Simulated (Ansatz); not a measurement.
BrGeH$_{3}$···H$_{2}$

The calculation's input:

```
crystal:
  periodic: [false, false, false]
  atoms:
    - { symbol: Ge, position_ang: [0.0, 0.0, 0.0] }
    - { symbol: H, position_ang: [0.0, 0.0, 1.9] }
    - { symbol: H, position_ang: [1.4616, 0.0, -0.5162] }
    - { symbol: H, position_ang: [-0.73, 1.2648, -0.5162] }
    - { symbol: H, position_ang: [-0.73, -1.2648, -0.5162] }
    - { symbol: Br, position_ang: [-2.5623, 0.0, 0.8514] }
    - { symbol: H, position_ang: [-0.9607, 0.0, 1.9922] }
basis:
  gaussian: { orbitals: def2-mTZVP }
hamiltonian:
  xc: hf
relax:
  f_tol: 0.15
  max_steps: 25
  restrain:
    - { distance: [0, 5], at: 2.4, k: 30.0 }
    - { distance: [6, 1], at: 0.66, k: 30.0 }
    - { distance: [0, 1], at: 2.75, k: 30.0 }
    - { distance: [6, 5], at: 2.75, k: 30.0 }
output:
  orbitals: {}
```

Command:

```sh
ansatz run input.yaml --threads 1 --pin off --max-ram 2048MiB --backend cpu --events-out ev --progress --plain --runs-dir out
```

The fields are those of the run's last geometry, not of the input's.

Not at a stationary point (largest force 1.2 eV/Å).

All numbers below come from Ansatz, RHF/def2-mTZVP.

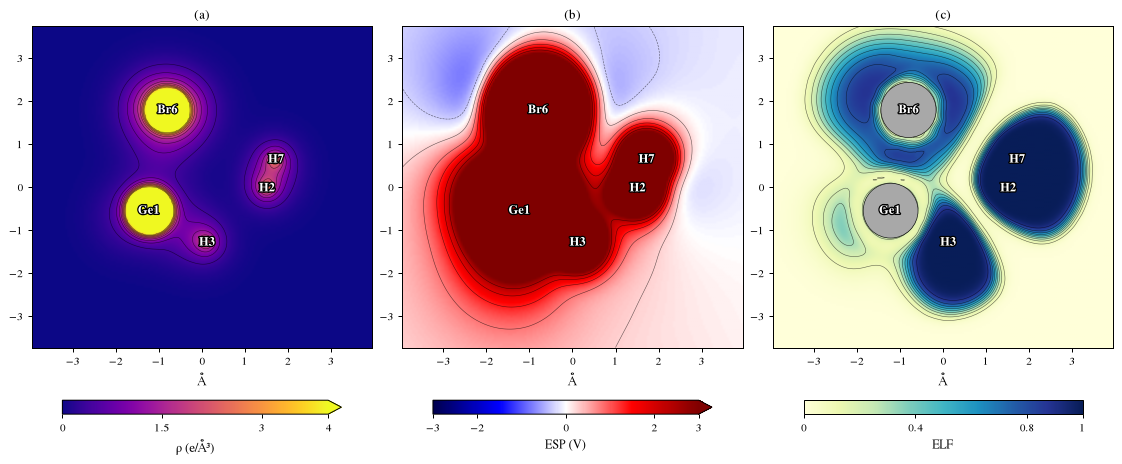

Figure 1. (a) total electron density; (b) electrostatic potential; (c) electron localisation function on the plane of atoms H3, Ge1 and Br6. Grey discs cover the atomic cores in the ELF map.

**Interpret the plot.**

Atoms in the plane: Ge, H and Br. H2···H3 (1.88 Å): the density falls to about 0.11 e/Å³ on the way; the ELF dips to about 0.05 between them. Ge–Br (2.38 Å): ρ at the midpoint is about 0.61 e/Å³, with its minimum of 0.54 e/Å³ about 1.0 Å from Ge; the ELF peaks at about 0.85 in the valence shell of Br, 1.1 Å from its nucleus, and is about 0.80 at the midpoint. H–H (0.70 Å): ρ is about 1.8 e/Å³ halfway; the ELF is about 1 at the midpoint; a covalent bond by its length. Ge–H (1.52 Å): the density is about 1.1 e/Å³ at the midpoint; the ELF climbs to about 1 towards the hydrogen. The ELF also peaks beside Br6, away from the bonds: lone-pair regions. Outside the dense part of the complex the potential is most negative (−0.8 V) near Br6.

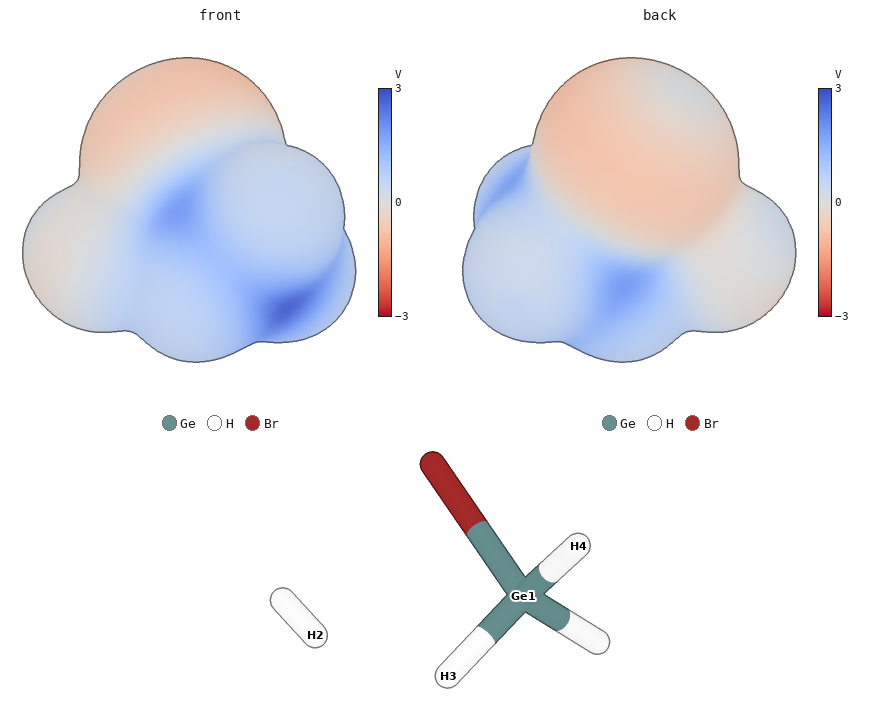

Figure 2. The electrostatic potential painted on the density surface at 0.002 e/bohr³, seen from the front and from behind; the colour scale runs from red (negative) to blue (positive). The bare structure is drawn below in the same view.

**Describe the electrostatic potential map.**

The most negative region (about −0.7 V) lies over Br6, the most positive (about +2.4 V) over Ge1.
